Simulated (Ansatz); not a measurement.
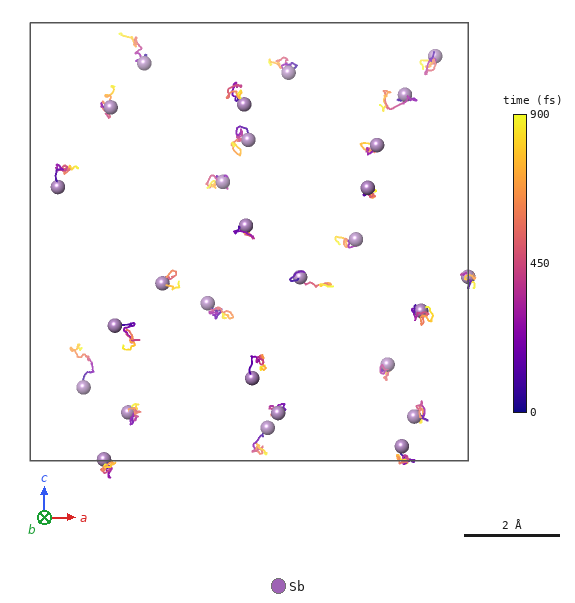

First-principles dynamics of Sb with an interstitial Sb (28 atoms in the cell), 900 fs long. It starts from the last geometry of an earlier run, with fresh velocities. Lines trace each atom's path, coloured by time; spheres stand at the starting positions. Seen along the b axis in the simulation cell.

These are results of DFT PBEsol, scalar-relativistic, plane waves, PAW (Ansatz 0.2.0), not measurements. Settings: plane-wave cutoff 420 eV; k-point mesh 1 × 1 × 1; Fermi-Dirac smearing 0.15 eV; low-accuracy preset; Langevin thermostat (NVT); set temperature 840 K; time step 3 fs; friction 0.05 per fs.

The input:
```yaml
accuracy: low
crystal:
  lattice:
    - [9.250031, 0.0, 0.0]
    - [0.0, 9.250031, 0.0]
    - [0.0, 0.0, 9.250031]
  atoms:
    - { symbol: Sb, position: [0.26018434, -0.08086848, -0.09207815] }
    - { symbol: Sb, position: [-0.18429591, -0.14687755, 0.22008525] }
    - { symbol: Sb, position: [-0.22961544, 0.03747501, 0.62357937] }
    - { symbol: Sb, position: [-0.15182169, 0.24534912, 0.03343091] }
    - { symbol: Sb, position: [-0.10780856, 0.22251925, 0.34273808] }
    - { symbol: Sb, position: [0.18328811, 0.57047964, 0.80724481] }
    - { symbol: Sb, position: [0.22360618, 0.52584403, 0.11074074] }
    - { symbol: Sb, position: [-0.00044849, 0.50880775, 0.42028355] }
    - { symbol: Sb, position: [-0.38421908, 0.43080158, 0.4196293] }
    - { symbol: Sb, position: [0.50649977, 0.01278406, 0.18904944] }
    - { symbol: Sb, position: [0.12147645, -0.18313702, 0.16794323] }
    - { symbol: Sb, position: [0.06295644, 0.2654173, 0.62532387] }
    - { symbol: Sb, position: [0.16815358, 0.23774435, 0.00358726] }
    - { symbol: Sb, position: [0.19305793, 0.1057104, 0.30895227] }
    - { symbol: Sb, position: [0.49765624, 0.57187869, 0.73297474] }
    - { symbol: Sb, position: [0.54182532, 0.62413225, 0.07554618] }
    - { symbol: Sb, position: [0.40496895, 0.74617298, 0.36012396] }
    - { symbol: Sb, position: [0.43960856, 0.83617563, 0.63708584] }
    - { symbol: Sb, position: [0.92418971, -0.03161769, -0.07596107] }
    - { symbol: Sb, position: [0.49220339, 0.14729505, 0.53703] }
    - { symbol: Sb, position: [0.48827935, 0.2571707, 0.81402721] }
    - { symbol: Sb, position: [0.5657359, 0.30423793, 0.10930224] }
    - { symbol: Sb, position: [0.30165424, 0.41945615, 0.40548016] }
    - { symbol: Sb, position: [0.79162949, 0.33770732, 0.72105864] }
    - { symbol: Sb, position: [0.85527238, 0.6715647, -0.16407578] }
    - { symbol: Sb, position: [0.8766502, 0.54864947, 0.10140596] }
    - { symbol: Sb, position: [0.74341213, 0.7221939, 0.50577636] }
    - { symbol: Sb, position: [0.58949011, 0.92596784, 0.88634883] }
basis:
  ecutwfc: 420.0
kpoints:
  mp_grid: { grid: [1, 1, 1] }
hamiltonian:
  xc: pbesol
scf:
  occupations: { method: fermi_dirac, width: 0.15 }
  lower_state_search: "off"
md:
  timestep: 3
  n_steps: 300
  ensemble: nvt_langevin
  temperature: 840.0
  initial_velocities: maxwell_boltzmann
  seed: 363881
  friction: 0.05
```

Launched with:
```bash
ansatz run input.yaml --threads 4 --pin off --max-ram 10240MiB --backend cpu --events-out ev --progress --plain --runs-dir out
```

Describe the motion.

Answer. In the second half of the run the atoms are, in the root-mean-square, this far from where they began (common drift taken out): Sb 0.44 Å. That is small against the typical shortest distance between atoms in the first frame, about 2.9 Å: the atoms vibrate about their sites and the arrangement holds.

Limits of the set-up: the program's low-accuracy preset was used.
